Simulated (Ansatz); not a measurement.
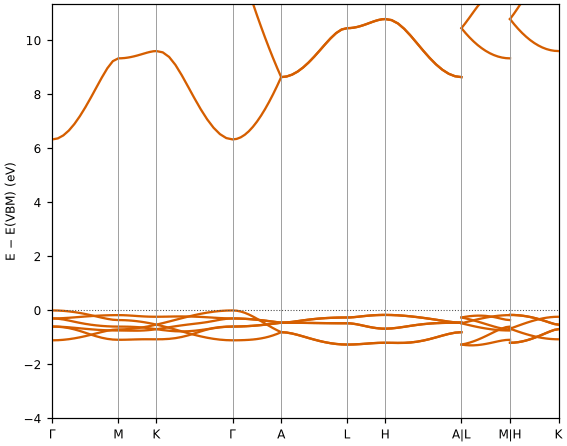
Band structure from r²SCAN (plane waves, PAW; program Ansatz)

Problem. Read off the gap and where the band edges lie.

Solution. About 6.3 eV (6.33 eV by a search for the band edges); maximum at Γ, minimum at Γ.

The material is NaF in space group P6_3/mmc (No. 194; Na on 2d, F on 2c).

The start of the workflow was typed in or built on a structure type; neither database checked (COD, Materials Project) lists it. It is not the phase usual at ambient conditions (space group No. 225). Symmetry was held in the r²SCAN relaxation; its stability against distortions is not shown here.

Potentials: the later of the program's two PAW sets.
